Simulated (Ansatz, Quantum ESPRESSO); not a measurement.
# Charging Pb(111), 4 layers, one monolayer of F on fcc sites, part 2 of 6

Aim: potential against charge for Pb(111), 4 layers, one monolayer of F on fcc sites facing a metal electrode, and the capacitance that follows.

Quantum ESPRESSO 7.5; plane-wave DFT, PBE, GBRV ultrasoft pseudopotentials; geometry by Ansatz 0.2.0 with PAW datasets.

So far. Step 2 (Relaxation with Ansatz): The relaxation lowers the energy by 294 meV an atom. Held were the atoms numbered 1 and 2; the forces quoted are those on the free ones.

### 3. Self-consistent run: charge -0.0318 e

ESM with bc3 puts vacuum below and a metal electrode at the cell's upper end, z = c/2, which holds the counter charge and sets the zero of potential. tot_charge counts missing electrons, so a negative value adds electrons. The energies and forces that the log prints for charged cells are not used here.

Level of this step: plane-wave DFT, PBE, GBRV ultrasoft pseudopotentials (Quantum ESPRESSO 7.5).

q0.in

```
&control
  prefix = 'q0'
  outdir = './out'
  pseudo_dir = './pseudo'
  calculation = 'scf'
  tprnfor = .true.
/
&system
  ibrav = 0
  nat = 5
  ntyp = 2
  ecutwfc = 40
  ecutrho = 200
  occupations = 'smearing'
  smearing = 'mv'
  degauss = 0.02
  assume_isolated = 'esm'
  esm_bc = 'bc3'
  tot_charge = -0.0318
/
&electrons
  conv_thr = 1e-08
  mixing_beta = 0.4
  electron_maxstep = 120
  mixing_mode = 'local-TF'
/
ATOMIC_SPECIES
  Pb  207.2000  pb_pbe_v1.uspp.F.UPF
  F   18.9984  f_pbe_v1.4.uspp.F.UPF
CELL_PARAMETERS angstrom
  3.50017856689006 0.00000000002887 0.00000000000000
  1.75008928342003 3.03124355672304 0.00000000000000
  0.00000000000000 0.00000000000000 26.57365149750000
ATOMIC_POSITIONS crystal
  Pb  -0.000000000000 -0.000000000000 -0.094504945922
  Pb  0.333333333333 0.333333333333 0.013040824878
  Pb  0.666666666667 0.666666666667 0.125716959778
  Pb  -0.000000000000 -0.000000000000 0.241240872613
  F   0.333333333333 0.333333333333 0.293679681110
K_POINTS automatic
  12 12 1 0 0 0
```

The run is started by

```bash
OMP_NUM_THREADS=1 mpirun -n 4 pw.x -nk 4 -in q0.in > q0.out
```

Output:

```text
Program PWSCF v.7.5 starts
[citation notice left out]

     Parallel version (MPI & OpenMP), running on       4 processor cores
     Number of MPI processes:                 4
     Threads/MPI process:                     1

     MPI processes distributed on     1 nodes
[...]
Current dimensions of program PWSCF are:
     Max number of different atomic species (ntypx) = 10
     Max number of k-points (npk) =  40000
     Max angular momentum in pseudopotentials (lmaxx) =  4
     Message from routine setup:
     using ibrav=0 with symmetry is DISCOURAGED, use correct ibrav instead

     K-points division:     npool     =       4
     Subspace diagonalization in iterative solution of the eigenvalue problem:
     a serial algorithm will be used

     G-vector sticks info
     --------------------
     sticks:   dense  smooth     PW     G-vecs:    dense   smooth      PW
     Sum         595     475    151                90749    64877   11351

     Using Slab Decomposition

     bravais-lattice index     =            0
     lattice parameter (alat)  =       6.6144  a.u.
     unit-cell volume          =    1902.6498 (a.u.)^3
     number of atoms/cell      =            5
     number of atomic types    =            2
     number of electrons       =        63.03
     number of Kohn-Sham states=           38
     kinetic-energy cutoff     =      40.0000  Ry
     charge density cutoff     =     200.0000  Ry
     scf convergence threshold =      1.0E-08
     mixing beta               =       0.4000
     number of iterations used =            8  local-TF  mixing
     Exchange-correlation=  SLA  PW   PBX  PBC
                           (   1   4   3   4   0   0   0)

     Effective Screening Medium Method
     =================================
     Boundary Conditions: Vacuum-Slab-Metal
     total charge in unit cell        =  -0.0318
     grid points for fit at edges     =        4

     celldm(1)=   6.614379  celldm(2)=   0.000000  celldm(3)=   0.000000
     celldm(4)=   0.000000  celldm(5)=   0.000000  celldm(6)=   0.000000

     crystal axes: (cart. coord. in units of alat)
               a(1) = (   1.000000   0.000000   0.000000 )
               a(2) = (   0.500000   0.866025   0.000000 )
               a(3) = (   0.000000   0.000000   7.592085 )

     reciprocal axes: (cart. coord. in units 2 pi/alat)
               b(1) = (  1.000000 -0.577350  0.000000 )
               b(2) = ( -0.000000  1.154701  0.000000 )
               b(3) = (  0.000000  0.000000  0.131716 )

     PseudoPot. # 1 for Pb read from file:
     ./pseudo/pb_pbe_v1.uspp.F.UPF
     Pseudo is Ultrasoft + core correction, Zval = 14.0
     Generated by new atomic code, or converted to UPF format
     Using radial grid of  899 points,  6 beta functions with:
                l(1) =   0
                l(2) =   0
                l(3) =   1
                l(4) =   1
                l(5) =   2
                l(6) =   2
     Q(r) pseudized with  6 coefficients,  rinner =    1.000   1.000   1.000
                                                       1.000   1.000

     PseudoPot. # 2 for F  read from file:
     ./pseudo/f_pbe_v1.4.uspp.F.UPF
     Pseudo is Ultrasoft, Zval =  7.0
     Generated by new atomic code, or converted to UPF format
     Using radial grid of  799 points,  4 beta functions with:
                l(1) =   0
                l(2) =   0
                l(3) =   1
                l(4) =   1
     Q(r) pseudized with  8 coefficients,  rinner =    0.950   0.950   0.950

     atomic species   valence    mass     pseudopotential
     Pb               14.00   207.20000     Pb( 1.00)
     F                 7.00    18.99840     F ( 1.00)

      6 Sym. Ops. (no inversion) found

   Cartesian axes

     site n.     atom                  positions (alat units)
         1        Pb     tau(   1) = (  -0.0000000  -0.0000000  -0.7174895  )
         2        Pb     tau(   2) = (   0.5000000   0.2886751   0.0990070  )
         3        Pb     tau(   3) = (   1.0000000   0.5773503   0.9544538  )
         4        Pb     tau(   4) = (   0.0000000   0.0000000   1.8315211  )
         5        F      tau(   5) = (   0.5000000   0.2886751   2.2296410  )

     number of k points=    19  Marzari-Vanderbilt smearing, width (Ry)=  0.0200
                       cart. coord. in units 2pi/alat
        k(    1) = (   0.0000000   0.0000000   0.0000000), wk =   0.0138889
        k(    2) = (  -0.0000000   0.0962250   0.0000000), wk =   0.0833333
        k(    3) = (  -0.0000000   0.1924501   0.0000000), wk =   0.0833333
        k(    4) = (  -0.0000000   0.2886751   0.0000000), wk =   0.0833333
        k(    5) = (  -0.0000000   0.3849002   0.0000000), wk =   0.0833333
        k(    6) = (  -0.0000000   0.4811252   0.0000000), wk =   0.0833333
        k(    7) = (   0.0000000  -0.5773503   0.0000000), wk =   0.0416667
        k(    8) = (   0.0833333   0.1443376   0.0000000), wk =   0.0833333
        k(    9) = (   0.0833333   0.2405626   0.0000000), wk =   0.1666667
        k(   10) = (   0.0833333   0.3367877   0.0000000), wk =   0.1666667
[...]
k(   19) = (   0.3333333  -0.5773503   0.0000000), wk =   0.0277778

     Dense  grid:    90749 G-vectors     FFT dimensions: (  30,  30, 240)

     Smooth grid:    64877 G-vectors     FFT dimensions: (  27,  27, 216)

     Estimated max dynamical RAM per process >     164.17 MB

     Estimated total dynamical RAM >     590.20 MB

     Check: negative core charge=   -0.000007

     Initial potential from superposition of free atoms

     starting charge      62.9906, renormalised to      63.0318

     negative rho (up, down):  6.894E-02 0.000E+00
     Starting wfcs are   40 randomized atomic wfcs

     total cpu time spent up to now is        1.5 secs

     per-process dynamical memory:    90.1 Mb

     Self-consistent Calculation

     iteration #  1     ecut=    40.00 Ry     beta= 0.40
     Davidson diagonalization with overlap
     ethr =  1.00E-02,  avg # of iterations =  1.0

     negative rho (up, down):  6.872E-02 0.000E+00

     total cpu time spent up to now is        4.2 secs

     total energy              =    -705.23389430 Ry
     estimated scf accuracy    <       2.69342026 Ry

     iteration #  2     ecut=    40.00 Ry     beta= 0.40
[...]
negative rho (up, down):  7.608E-02 0.000E+00

[...]
total energy              =    -705.07745783 Ry
     estimated scf accuracy    <       1.49294348 Ry

     iteration #  3     ecut=    40.00 Ry     beta= 0.40
[...]
c_bands:  2 eigenvalues not converged
     c_bands:  4 eigenvalues not converged
     c_bands:  2 eigenvalues not converged
     c_bands:  2 eigenvalues not converged
[...]
negative rho (up, down):  7.253E-02 0.000E+00

[...]
total energy              =    -705.28245794 Ry
     estimated scf accuracy    <       0.00421865 Ry

     iteration # 12     ecut=    40.00 Ry     beta= 0.40
[...]
c_bands:  1 eigenvalues not converged
[...]
negative rho (up, down):  7.229E-02 0.000E+00

[...]
total energy              =    -705.28203186 Ry
     estimated scf accuracy    <       0.00251146 Ry

     iteration # 13     ecut=    40.00 Ry     beta= 0.40
[...]
negative rho (up, down):  7.137E-02 0.000E+00

[...]
total energy              =    -705.28058771 Ry
     estimated scf accuracy    <       0.00152889 Ry

     iteration # 14     ecut=    40.00 Ry     beta= 0.40
[...]
c_bands:  1 eigenvalues not converged
     c_bands:  1 eigenvalues not converged
[...]
negative rho (up, down):  7.129E-02 0.000E+00

[...]
total energy              =    -705.28130213 Ry
     estimated scf accuracy    <       0.00022702 Ry

[...]
iteration # 30     ecut=    40.00 Ry     beta= 0.40
[...]
negative rho (up, down):  7.036E-02 0.000E+00

[...]
total energy              =    -705.28321529 Ry
     estimated scf accuracy    <       0.00000130 Ry

     iteration # 31     ecut=    40.00 Ry     beta= 0.40
[...]
c_bands:  3 eigenvalues not converged
[...]
negative rho (up, down):  7.031E-02 0.000E+00

[...]
total energy              =    -705.28324852 Ry
     estimated scf accuracy    <       0.00000123 Ry

     iteration # 32     ecut=    40.00 Ry     beta= 0.40
[...]
negative rho (up, down):  7.024E-02 0.000E+00

[...]
total energy              =    -705.28323838 Ry
     estimated scf accuracy    <       0.00000070 Ry

     iteration # 33     ecut=    40.00 Ry     beta= 0.40
[...]
negative rho (up, down):  7.022E-02 0.000E+00

[...]
total energy              =    -705.28325057 Ry
     estimated scf accuracy    <       0.00000007 Ry

     iteration # 34     ecut=    40.00 Ry     beta= 0.40
[...]
c_bands:  5 eigenvalues not converged
     c_bands:  5 eigenvalues not converged
     c_bands:  5 eigenvalues not converged
[...]
negative rho (up, down):  7.025E-02 0.000E+00

[...]
total energy              =    -705.28324822 Ry
     estimated scf accuracy    <       0.00000003 Ry

     iteration # 35     ecut=    40.00 Ry     beta= 0.40
[...]
c_bands:  2 eigenvalues not converged
     c_bands:  1 eigenvalues not converged
     c_bands:  3 eigenvalues not converged
[...]
negative rho (up, down):  7.024E-02 0.000E+00

[...]
total energy              =    -705.28323603 Ry
     estimated scf accuracy    <       0.00000002 Ry

     iteration # 36     ecut=    40.00 Ry     beta= 0.40
[...]
c_bands:  1 eigenvalues not converged
[...]
negative rho (up, down):  7.023E-02 0.000E+00

[...]
total energy              =    -705.28323898 Ry
     estimated scf accuracy    <       0.00000003 Ry

     iteration # 37     ecut=    40.00 Ry     beta= 0.40
[...]
negative rho (up, down):  7.022E-02 0.000E+00

[...]
End of self-consistent calculation

          k = 0.0000 0.0000 0.0000 (  8225 PWs)   bands (ev):

   -26.6606 -20.6511 -20.6409 -20.6409 -20.4839 -20.4673 -20.4673 -20.4357
   -20.4357 -20.4324 -20.3980 -20.3980 -20.3108 -20.3108 -20.2874 -20.2683
   -20.2683 -20.2162 -20.2162 -20.0978 -20.0978 -14.6516 -13.9912 -13.0354
   -12.1216  -7.7844  -7.7844  -7.5951  -6.3916  -4.3609  -1.9898  -0.1610
     0.1713   0.9900   1.3637   2.5960   2.5962   2.6430

          k =-0.0000 0.0962 0.0000 (  8193 PWs)   bands (ev):

   -26.6556 -20.6477 -20.6330 -20.6243 -20.4774 -20.4709 -20.4698 -20.4418
   -20.4217 -20.4203 -20.3980 -20.3845 -20.3181 -20.3112 -20.2822 -20.2662
   -20.2558 -20.2222 -20.2145 -20.1070 -20.0990 -14.5347 -13.8838 -12.9424
   -12.0328  -7.8812  -7.8032  -7.5571  -6.2595  -4.2300  -1.8851  -0.0611
     0.2735   1.0570   1.2733   1.4431   1.8540   2.1263

          k =-0.0000 0.1925 0.0000 (  8173 PWs)   bands (ev):

   -26.6421 -20.6564 -20.5950 -20.5788 -20.4828 -20.4790 -20.4767 -20.4314
   -20.4238 -20.3806 -20.3802 -20.3550 -20.3331 -20.3034 -20.2930 -20.2572
   -20.2338 -20.2146 -20.1958 -20.1304 -20.1022 -14.1847 -13.5662 -12.6673
   -11.7678  -8.1011  -7.8551  -7.4652  -5.8911  -3.8913  -1.7242  -0.8263
    -0.3587   0.2328   0.5079   0.6893   1.1973   1.2664

          k =-0.0000 0.2887 0.0000 (  8114 PWs)   bands (ev):

   -26.6239 -20.6711 -20.5460 -20.5166 -20.5067 -20.4854 -20.4849 -20.4450
   -20.4068 -20.3850 -20.3593 -20.3271 -20.3126 -20.3011 -20.2691 -20.2616
   -20.2287 -20.1687 -20.1554 -20.1424 -20.1065 -13.6082 -13.0589 -12.2256
   -11.3393  -8.3426  -7.9276  -7.3627  -5.3416  -3.7243  -2.9197  -2.5014
    -1.4816  -1.1039  -0.3927   0.4296   0.8314   1.1627

          k =-0.0000 0.3849 0.0000 (  8092 PWs)   bands (ev):

   -26.6061 -20.6878 -20.5330 -20.5165 -20.4981 -20.4698 -20.4632 -20.4495
   -20.4255 -20.3935 -20.3665 -20.3360 -20.2874 -20.2597 -20.2580 -20.2299
   -20.1991 -20.1728 -20.1148 -20.1112 -20.0823 -12.8347 -12.4239 -11.6539
   -10.8096  -8.5461  -8.0020  -7.3110  -5.1888  -4.8941  -4.1782  -3.4080
    -2.8726  -1.7999  -0.3285  -0.2311   0.5679   1.0268

          k =-0.0000 0.4811 0.0000 (  8126 PWs)   bands (ev):

   -26.5933 -20.7011 -20.5517 -20.5142 -20.5049 -20.4755 -20.4528 -20.4401
   -20.4021 -20.4019 -20.3741 -20.3507 -20.2796 -20.2454 -20.2404 -20.2008
   -20.1671 -20.1564 -20.1140 -20.0779 -20.0374 -12.0070 -11.7796 -11.0591
   -10.3960  -8.6942  -8.0578  -7.3870  -6.4593  -5.6946  -5.1781  -4.0727
    -3.0594  -1.4833  -0.6513  -0.5747   0.1690   1.2396

[...]
the Fermi energy is    -3.3768 ev

!    total energy              =    -705.28323632 Ry
     estimated scf accuracy    <          5.5E-09 Ry
     smearing contrib. (-TS)   =       0.00125063 Ry
     internal energy E=F+TS    =    -705.28448696 Ry

     The total energy is F=E-TS. E is the sum of the following terms:
     one-electron contribution =  -43031.68278627 Ry
     hartree contribution      =   21531.31981823 Ry
     xc contribution           =    -262.84933066 Ry
     ewald contribution        =   21057.92781175 Ry

     convergence has been achieved in  37 iterations

     negative rho (up, down):  7.022E-02 0.000E+00

     Forces acting on atoms (cartesian axes, Ry/au):

     atom    1 type  1   force =     0.00000000    0.00000000    0.00094224
     atom    2 type  1   force =     0.00000000    0.00000000   -0.00120955
     atom    3 type  1   force =     0.00000000    0.00000000    0.00039648
     atom    4 type  1   force =     0.00000000    0.00000000   -0.00677179
     atom    5 type  2   force =     0.00000000    0.00000000    0.00674569

     Total force =     0.009689     Total SCF correction =     0.000257

[...]
=------------------------------------------------------------------------------=
   JOB DONE.
=------------------------------------------------------------------------------=
[...]
```

It took 2.9 min on 4 MPI ranks of Arm Neoverse V2, shared host; peak memory 0.74 GiB.

Numbers from this step:

* Fermi energy: -3.377 eV
* vacuum line at the lower end of the cell, over the Fermi level: 3.878 eV
* slope of the potential above: -0.5410 eV/Å
* vacuum line at the upper end of the cell, over the Fermi level: 3.377 eV

The potential energy, planar mean oscillates, so the rows of the table below give means over windows of 2.99 Å about each position, cut where the curve ends. Its maxima inside the range that stand out by 2 % of the span (Å: eV): -1.1: 1.18, 1.9: 1.70, 4.9: 1.79, 7.4: -3.23, 9.1: 5.50. Its minima: -2.5: -16.1, 0.3: -16.2, 3.3: -16.0, 6.4: -16.6, 7.8: -3.84.

Electrostatic potential energy of an electron; zero at the Fermi level. The potential energy, planar mean by z; means over each step:

| z (Å) | potential energy, planar mean (eV) |
| --- | --- |
| -11.79 | 3.88 |
| -8.80 | 3.88 |
| -5.81 | 3.78 |
| -2.82 | -5.91 |
| 0.17 | -6.22 |
| 3.16 | -6.00 |
| 6.15 | -6.71 |
| 9.14 | 3.70 |
| 12.13 | 4.13 |

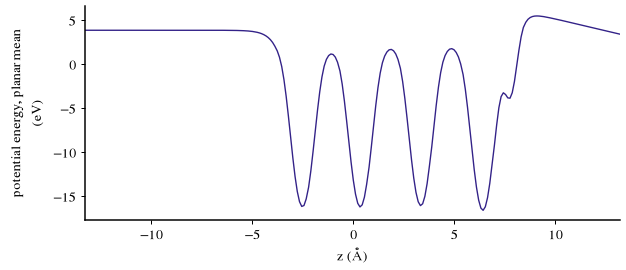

Potential energy, planar mean, plotted against z.

The program's own clock; routines nest. Time by routine:

| routine | wall time (s) | calls |
| --- | --- | --- |
| PWSCF | 176 | 1 |
| electrons | 174 | 1 |
| c_bands | 135 | 37 |
| cegterg | 112.8 | 187 |
| h_psi | 79.06 | 1828 |
| fftw | 69.99 | 52142 |
| vloc_psi | 66.21 | 1828 |
| mix_rho | 16.63 | 37 |
| sum_band | 16.24 | 37 |
| ffts | 10.3 | 4503 |
| calbec | 8.19 | 2033 |
| add_vuspsi | 6.33 | 1828 |
| h_psi:calbec | 6.29 | 1828 |
| s_psi | 6.24 | 1828 |

The run needed 37 iterations to bring the estimated error under 1e-08 Ry.

Inside the slab this potential holds the local part of the pseudopotentials, which can be repulsive at the nuclei; only its value in the vacuum has a meaning of its own.

Gauss's law asks for a slope of 180.95 q/A = -0.542 eV/Å in the gap; the run gives -0.541.

### 4. Ground state: charge -0.0159 e

The charge is stepped; where the run before has converged, its density is the start.

q1.in is the input of step 3 with these lines changed:

```diff
@@ -1,3 +1,3 @@
 &control
-  prefix = 'q0'
+  prefix = 'q1'
   outdir = './out'
@@ -18,3 +18,3 @@
   esm_bc = 'bc3'
-  tot_charge = -0.0318
+  tot_charge = -0.0159
 /
@@ -25,2 +25,3 @@
   mixing_mode = 'local-TF'
+  startingpot = 'file'
 /
```

The run is started by

```bash
cp -r out/q0.save out/q1.save
OMP_NUM_THREADS=1 mpirun -n 4 pw.x -nk 4 -in q1.in > q1.out
```

Output:

```text
[banner, memory and clock lines left out]
Program PWSCF v.7.5 starts
[...]
Message from routine setup:
[...]
number of electrons       =        63.02
     number of Kohn-Sham states=           38
     kinetic-energy cutoff     =      40.0000  Ry
     charge density cutoff     =     200.0000  Ry
[...]
number of k points=    19  Marzari-Vanderbilt smearing, width (Ry)=  0.0200
[...]
Dense  grid:    90749 G-vectors     FFT dimensions: (  30,  30, 240)
[...]
The initial density is read from file :
[...]
negative rho (up, down):  7.020E-02 0.000E+00
     Starting wfcs are   40 randomized atomic wfcs
[...]
negative rho (up, down):  7.015E-02 0.000E+00
[...]
estimated scf accuracy    <       0.56306574 Ry
[...]
negative rho (up, down):  7.030E-02 0.000E+00
[...]
estimated scf accuracy    <       0.25539656 Ry
[...]
negative rho (up, down):  6.958E-02 0.000E+00
[...]
estimated scf accuracy    <       0.00597562 Ry
[...]
negative rho (up, down):  6.861E-02 0.000E+00
[...]
estimated scf accuracy    <       0.00863679 Ry
[...]
negative rho (up, down):  6.861E-02 0.000E+00
[...]
estimated scf accuracy    <       0.00207414 Ry
[...]
negative rho (up, down):  6.869E-02 0.000E+00
[...]
estimated scf accuracy    <       0.00206423 Ry
[...]
negative rho (up, down):  6.880E-02 0.000E+00
[...]
estimated scf accuracy    <       0.00184469 Ry
[...]
negative rho (up, down):  6.857E-02 0.000E+00
[...]
estimated scf accuracy    <       0.00127938 Ry
[...]
negative rho (up, down):  6.891E-02 0.000E+00
[...]
estimated scf accuracy    <       0.00074329 Ry
[...]
negative rho (up, down):  6.896E-02 0.000E+00
[...]
estimated scf accuracy    <       0.00061416 Ry
[...]
negative rho (up, down):  6.892E-02 0.000E+00
[...]
estimated scf accuracy    <       0.00058651 Ry
[...]
negative rho (up, down):  6.900E-02 0.000E+00
[...]
estimated scf accuracy    <       0.00007364 Ry
[...]
negative rho (up, down):  6.901E-02 0.000E+00
[...]
estimated scf accuracy    <       0.00014907 Ry
[...]
negative rho (up, down):  6.941E-02 0.000E+00
[...]
estimated scf accuracy    <       0.00013490 Ry
[...]
negative rho (up, down):  6.979E-02 0.000E+00
[...]
estimated scf accuracy    <       0.00004540 Ry
[...]
negative rho (up, down):  6.966E-02 0.000E+00
[...]
estimated scf accuracy    <       0.00002543 Ry
[...]
negative rho (up, down):  6.956E-02 0.000E+00
[...]
estimated scf accuracy    <       0.00000667 Ry
[...]
negative rho (up, down):  6.978E-02 0.000E+00
[...]
estimated scf accuracy    <       0.00000988 Ry
[...]
negative rho (up, down):  6.997E-02 0.000E+00
[...]
estimated scf accuracy    <       0.00000460 Ry
[...]
negative rho (up, down):  6.998E-02 0.000E+00
[...]
estimated scf accuracy    <       0.00000221 Ry
[...]
negative rho (up, down):  6.999E-02 0.000E+00
[...]
estimated scf accuracy    <       0.00000136 Ry
[...]
negative rho (up, down):  7.011E-02 0.000E+00
[...]
estimated scf accuracy    <       0.00000087 Ry
[...]
negative rho (up, down):  7.015E-02 0.000E+00
[...]
estimated scf accuracy    <       0.00000035 Ry
[...]
negative rho (up, down):  7.021E-02 0.000E+00
[...]
estimated scf accuracy    <       0.00000036 Ry
[...]
negative rho (up, down):  7.022E-02 0.000E+00
[...]
estimated scf accuracy    <       0.00000009 Ry
[...]
negative rho (up, down):  7.022E-02 0.000E+00
[...]
estimated scf accuracy    <       0.00000008 Ry
[...]
negative rho (up, down):  7.024E-02 0.000E+00
[...]
estimated scf accuracy    <       0.00000006 Ry
[...]
negative rho (up, down):  7.024E-02 0.000E+00
[...]
estimated scf accuracy    <       0.00000003 Ry
[...]
negative rho (up, down):  7.024E-02 0.000E+00
[...]
the Fermi energy is    -4.8086 ev
!    total energy              =    -705.27844906 Ry
     estimated scf accuracy    <          2.5E-09 Ry
     smearing contrib. (-TS)   =       0.00130841 Ry
     internal energy E=F+TS    =    -705.27975747 Ry
[...]
one-electron contribution =  -43025.12180433 Ry
     hartree contribution      =   21524.75265583 Ry
     xc contribution           =    -262.83842072 Ry
     ewald contribution        =   21057.92781175 Ry
     convergence has been achieved in  29 iterations
     negative rho (up, down):  7.024E-02 0.000E+00
[...]
Total force =     0.003923     Total SCF correction =     0.000176
[...]
```

It took 2.6 min on 4 MPI ranks; peak memory 0.75 GiB.

This step gave:

| Quantity | Value |
| --- | --- |
| Fermi energy | -4.809 eV |
| vacuum line at the lower end of the cell, over the Fermi level | 3.883 eV |
| slope of the potential above | -0.2705 eV/Å |
| vacuum line at the upper end of the cell, over the Fermi level | 4.809 eV |

The electrode's potential over the Fermi level goes from 3.377 to 4.809 eV, the far face's from 3.878 to 3.883 eV.

(Continued in part 3 of 6.)

[Logs are printed without paths, hosts, clocks, repeated set-up lines and the standing remarks that a program may print on its own settings, such as how far it seeks lower states.]

[Hosts, paths, dates, database ids (printed as entryN), source tags and the programs' standing remarks are cut or masked in the printed files.]

[Maps of the electrostatic potential energy from Ansatz leave out the sawtooth potential of an applied field or a dipole correction, so their vacuum need not be flat; planar profiles and work functions include it.]
